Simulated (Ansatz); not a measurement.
# One shape, several levels: H2SO4 (sulfuric acid)

We compute a comparison of 6 runs (HF/STO-3G, HF/def2-SVP, B3LYP/6-31G*, MP2/6-31G*, MP2/aug-cc-pVDZ) of H2SO4 (sulfuric acid). 

Program for the calculation: Ansatz 0.2.0.

6 further runs of the same task are left out: 2 for a known fault of the program, 1 that didn't finish, 3 set aside as unsound or not needed.

## (1) The molecule

H2SO4 has 7 atoms, charge 0, and is taken as a singlet. As SMILES, `O=S(=O)(O)O`. Geometry: relaxed at PBE0-D4/def2-TZVP. This is one conformer, not always the lowest.

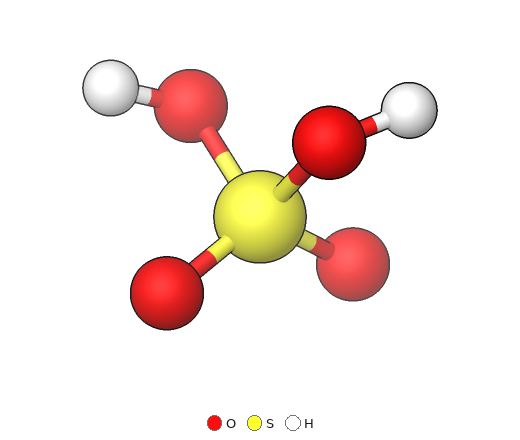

Viewed from a chosen angle; oxygen red, sulfur yellow, hydrogen white.

## (2) Energy and forces at HF/STO-3G (run 1)

The input, job.yaml:

```yaml
crystal:
  periodic: [false, false, false]
  atoms:
    - {symbol: O, position_ang: [-0.977140, -0.371350, -1.312510]}
    - {symbol: S, position_ang: [-0.435020, -0.127290, -0.027420]}
    - {symbol: O, position_ang: [-1.167740, -0.256280, 1.177330]}
    - {symbol: O, position_ang: [0.179190, 1.327270, -0.092530]}
    - {symbol: O, position_ang: [0.851910, -1.025550, 0.157520]}
    - {symbol: H, position_ang: [0.309320, 1.652230, 0.809120]}
    - {symbol: H, position_ang: [1.239490, -1.199010, -0.711500]}
basis:
  gaussian: {orbitals: STO-3G}
hamiltonian: {xc: hf}
accuracy: high
output: {forces: true, orbitals: {seedname: orbitals}}
```

The run is started by

```bash
$ ansatz run job.yaml --threads 1 --pin off --max-ram 2610MiB --events-out events.jsonl --progress --plain --runs-dir runs
```

The program printed:

```text
Warning: RAYON_NUM_THREADS=1 ignored (pool sized by the plan → 1); use --threads N
Functional definition: HF
  name "HF"
  exchange = exact_x
  correlation = 0
671 factors; integrals over basis functions are off by at most 3.9e-8 eV
mean field evaluation 1: about -18746.5625 eV, gradient 4.9e1 eV
mean field evaluation 2: about -18746.7494 eV, gradient 4.9e1 eV
mean field evaluation 4: about -18754.9066 eV, gradient 3.5e0 eV
mean field evaluation 8: about -18754.9649 eV, gradient 3.2e-4 eV
mean field -18754.96488883 eV, -689.2322470927 hartree, gradient 2.3e-8 eV, S^2 0.000000; 0 other end points of the search recorded, 0 dependent functions left out
the calculation of the forces begins
reference -18754.96488883 eV, -689.2322470927 hartree; 25, 25 occupied and 6, 6 virtual orbitals, 671 factors
Total energy: -18754.96488883 eV, -689.2322470927 hartree
Atom 0 at    -0.977140    -0.371350    -1.312510 Å, force    -4.270251    -2.056333   -10.772335 eV/Å
Atom 1 at    -0.435020    -0.127290    -0.027420 Å, force     2.698608     0.789408     0.170831 eV/Å
Atom 2 at    -1.167740    -0.256280     1.177330 Å, force    -5.918297    -0.925081    10.129511 eV/Å
Atom 3 at     0.179190     1.327270    -0.092530 Å, force     2.515094     4.623586    -1.361880 eV/Å
Atom 4 at     0.851910    -1.025550     0.157520 Å, force     4.426893    -2.591852     1.799470 eV/Å
Atom 5 at     0.309320     1.652230     0.809120 Å, force     0.099075     0.411335     1.253930 eV/Å
Atom 6 at     1.239490    -1.199010    -0.711500 Å, force     0.448877    -0.251065    -1.219528 eV/Å
Dipole moment:     0.552122     0.161573     0.034795 e Å
```

It took 0.7 s on 1 thread of Arm Neoverse V2, shared host; peak memory 0.083 GiB.

## (3) Energy and forces at HF/def2-SVP (run 2)

The input, molecule.yaml:

```yaml
crystal:
  periodic: [false, false, false]
  atoms:
    - {symbol: O, position_ang: [-0.977140, -0.371350, -1.312510]}
    - {symbol: S, position_ang: [-0.435020, -0.127290, -0.027420]}
    - {symbol: O, position_ang: [-1.167740, -0.256280, 1.177330]}
    - {symbol: O, position_ang: [0.179190, 1.327270, -0.092530]}
    - {symbol: O, position_ang: [0.851910, -1.025550, 0.157520]}
    - {symbol: H, position_ang: [0.309320, 1.652230, 0.809120]}
    - {symbol: H, position_ang: [1.239490, -1.199010, -0.711500]}
basis:
  gaussian:
    orbitals: def2-SVP
accuracy: high
output: {forces: true, orbitals: {seedname: orbitals}}
hamiltonian:
  xc: hf
```

The run is started by

```bash
$ ansatz run molecule.yaml --threads 1 --pin off --max-ram 2610MiB --events-out events.jsonl --progress --plain --runs-dir runs
```

The program printed:

```text
Warning: RAYON_NUM_THREADS=1 ignored (pool sized by the plan → 1); use --threads N
[... 4 set-up lines as earlier in the session ...]
1802 factors; integrals over basis functions are off by at most 3.7e-9 eV
mean field evaluation 1: about -18978.1452 eV, gradient 6.1e1 eV
mean field evaluation 2: about -18978.3113 eV, gradient 6.2e1 eV
mean field evaluation 4: about -18984.8394 eV, gradient 3.9e0 eV
mean field evaluation 8: about -18984.8843 eV, gradient 6.4e-2 eV
mean field evaluation 16: about -18984.8843 eV, gradient 1.5e-8 eV
mean field -18984.88430982 eV, -697.6816299690 hartree, gradient 1.5e-8 eV, S^2 0.000000; 0 other end points of the search recorded, 0 dependent functions left out
the calculation of the forces begins
reference -18984.88430982 eV, -697.6816299690 hartree; 25, 25 occupied and 59, 59 virtual orbitals, 1802 factors
Total energy: -18984.88430982 eV, -697.6816299690 hartree
Atom 0 at    -0.977140    -0.371350    -1.312510 Å, force     0.251015    -0.012957     0.550364 eV/Å
Atom 1 at    -0.435020    -0.127290    -0.027420 Å, force    -0.176769    -0.051972    -0.010499 eV/Å
Atom 2 at    -1.167740    -0.256280     1.177330 Å, force     0.266714     0.164507    -0.518297 eV/Å
Atom 3 at     0.179190     1.327270    -0.092530 Å, force    -0.033921    -0.308517     1.067329 eV/Å
Atom 4 at     0.851910    -1.025550     0.157520 Å, force    -0.070775     0.278138    -1.073944 eV/Å
Atom 5 at     0.309320     1.652230     0.809120 Å, force    -0.047222    -0.105437    -0.803987 eV/Å
Atom 6 at     1.239490    -1.199010    -0.711500 Å, force    -0.189042     0.036238     0.789033 eV/Å
Dipole moment:     0.699310     0.204647     0.044064 e Å
```

Run time: 3.3 s. Hardware: 1 thread of Arm Neoverse V2, shared host; peak memory 0.23 GiB.

Runs 3 to 4 aren't shown in full; the table further down has their settings and results.

## (4) Energy and gradient at MP2/6-31G(d) (spherical functions) (run 5)

The input, run.yaml:

```yaml
crystal:
  periodic: [false, false, false]
  atoms:
    - {symbol: O, position_ang: [-0.977140, -0.371350, -1.312510]}
    - {symbol: S, position_ang: [-0.435020, -0.127290, -0.027420]}
    - {symbol: O, position_ang: [-1.167740, -0.256280, 1.177330]}
    - {symbol: O, position_ang: [0.179190, 1.327270, -0.092530]}
    - {symbol: O, position_ang: [0.851910, -1.025550, 0.157520]}
    - {symbol: H, position_ang: [0.309320, 1.652230, 0.809120]}
    - {symbol: H, position_ang: [1.239490, -1.199010, -0.711500]}
basis:
  gaussian: {orbitals: 6-31G_st_-spherical.json}
correlation: {method: mp2, frozen_orbitals: {H: 0, O: 1, S: 5}}
accuracy: high
output: {forces: true, orbitals: {seedname: orbitals}}
```

The basis set 6-31G* is read from a file made from the Basis Set Exchange's data (not shown).

The run is started by

```bash
$ ansatz run run.yaml --threads 1 --pin off --max-ram 2610MiB --events-out events.jsonl --progress --plain --runs-dir runs
```

The program printed:

```text
Warning: RAYON_NUM_THREADS=1 ignored (pool sized by the plan → 1); use --threads N
[... 4 set-up lines as earlier in the session ...]
1716 factors; integrals over basis functions are off by at most 3.4e-9 eV
mean field evaluation 1: about -18988.0962 eV, gradient 5.9e1 eV
mean field evaluation 2: about -18988.2165 eV, gradient 5.9e1 eV
mean field evaluation 4: about -18994.4200 eV, gradient 3.9e0 eV
mean field evaluation 8: about -18994.4626 eV, gradient 6.6e-2 eV
mean field evaluation 16: about -18994.4627 eV, gradient 2.4e-8 eV
mean field -18994.46267187 eV, -698.0336282819 hartree, gradient 2.4e-8 eV, S^2 0.000000; 0 other end points of the search recorded, 0 dependent functions left out
9 core orbitals not correlated: weight in the atoms' cores, before any rotation towards them, 1.000 or more for the frozen orbitals, at most 0.000 for the correlated occupied ones
reference -18994.46267187 eV, -698.0336282819 hartree; 16, 16 occupied and 53, 53 virtual orbitals, 1716 factors
second order -23.01630187 eV of doubles, -0.00000000 eV of singles
the calculation of the forces begins
Total energy: -19017.47897374 eV, -698.8794617748 hartree
Atom 0 at    -0.977140    -0.371350    -1.312510 Å, force    -0.796613    -0.385505    -2.154124 eV/Å
Atom 1 at    -0.435020    -0.127290    -0.027420 Å, force     0.024525     0.006957     0.002245 eV/Å
Atom 2 at    -1.167740    -0.256280     1.177330 Å, force    -1.121555    -0.175765     2.032605 eV/Å
Atom 3 at     0.179190     1.327270    -0.092530 Å, force     0.516380     1.128231    -0.575433 eV/Å
Atom 4 at     0.851910    -1.025550     0.157520 Å, force     0.970649    -0.692849     0.669153 eV/Å
Atom 5 at     0.309320     1.652230     0.809120 Å, force     0.109640     0.261367     0.561179 eV/Å
Atom 6 at     1.239490    -1.199010    -0.711500 Å, force     0.296975    -0.142436    -0.535624 eV/Å
Dipole moment:     0.649225     0.189990     0.040909 e Å
```

Wall time 6.6 s (1 thread of Arm Neoverse V2, shared host); peak memory 0.24 GiB.

## (5) Energy and forces at MP2/aug-cc-pVDZ (run 6)

molecule.yaml: that of step 3 with these lines changed.

```diff
@@ -11,7 +11,5 @@
 basis:
-  gaussian:
-    orbitals: def2-SVP
+  gaussian: {orbitals: aug-cc-pVDZ}
+correlation: {method: mp2, frozen_orbitals: {H: 0, O: 1, S: 5}}
 accuracy: high
 output: {forces: true, orbitals: {seedname: orbitals}}
-hamiltonian:
-  xc: hf
```

The run is started by

```bash
$ ansatz run molecule.yaml --threads 1 --pin off --max-ram 2610MiB --events-out events.jsonl --progress --plain --runs-dir runs
```

The program printed:

```text
Warning: RAYON_NUM_THREADS=1 ignored (pool sized by the plan → 1); use --threads N
[... 4 set-up lines as earlier in the session ...]
2761 factors; integrals over basis functions are off by at most 3.6e-9 eV
mean field evaluation 1: about -18990.0909 eV, gradient 6.1e1 eV
mean field evaluation 2: about -18990.0982 eV, gradient 6.1e1 eV
mean field evaluation 4: about -18996.3887 eV, gradient 4.1e0 eV
mean field evaluation 8: about -18996.4285 eV, gradient 3.1e-1 eV
mean field -18996.42885774 eV, -698.1058842798 hartree, gradient 1.6e-8 eV, S^2 0.000000; 0 other end points of the search recorded, 0 dependent functions left out
9 core orbitals not correlated: weight in the atoms' cores, before any rotation towards them, 1.000 or more for the frozen orbitals, at most 0.000 for the correlated occupied ones
reference -18996.42885774 eV, -698.1058842798 hartree; 16, 16 occupied and 112, 112 virtual orbitals, 2761 factors
second order -25.76309504 eV of doubles, -0.00000000 eV of singles
the calculation of the forces begins
mean field evaluation 16: about -18996.4166 eV, gradient 8.7e-2 eV
Total energy: -19022.19195277 eV, -699.0526605596 hartree
Atom 0 at    -0.977140    -0.371350    -1.312510 Å, force    -1.401460    -0.597706    -3.543287 eV/Å
Atom 1 at    -0.435020    -0.127290    -0.027420 Å, force     0.615331     0.179855     0.039460 eV/Å
Atom 2 at    -1.167740    -0.256280     1.177330 Å, force    -1.901606    -0.368825     3.334492 eV/Å
Atom 3 at     0.179190     1.327270    -0.092530 Å, force     0.842918     1.908409    -0.427171 eV/Å
Atom 4 at     0.851910    -1.025550     0.157520 Å, force     1.679674    -1.170002     0.586173 eV/Å
Atom 5 at     0.309320     1.652230     0.809120 Å, force     0.044184     0.094546     0.286953 eV/Å
Atom 6 at     1.239490    -1.199010    -0.711500 Å, force     0.120958    -0.046276    -0.276620 eV/Å
Dipole moment:     0.619401     0.181262     0.039029 e Å
```

It took 26 s on 1 thread of Arm Neoverse V2, shared host; peak memory 0.64 GiB.

## (6) Overview of the runs

| run | level | Cartesian functions | frozen core orbitals | energy (Eh) | dipole moment (D) | HOMO energy (eV) | LUMO energy (eV) | wall time |
| --- | --- | --- | --- | --- | --- | --- | --- | --- |
| 1 | HF/STO-3G | no | – | -689.232247 | 2.77 | -8.82 | 10.51 | 0.7 s |
| 2 | HF/def2-SVP | no | – | -697.681630 | 3.51 | -13.86 | 3.96 | 3.3 s |
| 3 | B3LYP/6-31G* (spherical functions) | no | – | -700.189788 | 3.27 | -9.00 | 0.55 | 8.4 s |
| 4 | B3LYP/6-31G* (Cartesian functions) | yes | – | -700.197858 | 3.26 | -9.02 | 0.52 | 9.6 s |
| 5 | MP2/6-31G* (spherical functions) | no | 9 | -698.879462 | 3.26 | -13.80 | 4.66 | 6.6 s |
| 6 | MP2/aug-cc-pVDZ | no | 9 | -699.052661 | 3.11 | -13.90 | 0.69 | 26 s |

## (7) Summary of results

```
                                          quantity          value
                               run 6: total energy  -699.05266 Eh
         run 6: dipole moment (correlated density)         3.11 D
        run 6: HOMO energy (Hartree–Fock orbitals)      -13.90 eV
        run 6: LUMO energy (Hartree–Fock orbitals)        0.69 eV
      run 6: HOMO–LUMO gap (Hartree–Fock orbitals)       14.59 eV
run 6: correlation energy (9 core orbitals frozen)     -946.8 mEh
                   run 6: largest force on an atom     3.857 eV/Å
```

What this shows: The dipole moment (its size) runs from 2.77 D (HF/STO-3G) to 3.51 D (HF/def2-SVP). Over runs 1, 2, 3, 4 the HOMO–LUMO gap runs from 9.55 eV (B3LYP/6-31G*) to 19.33 eV (HF/STO-3G). The two ends differ in method and basis. In run 1 the basis is minimal, so the values are rough. All runs together took 55 s, the longest 26 s.
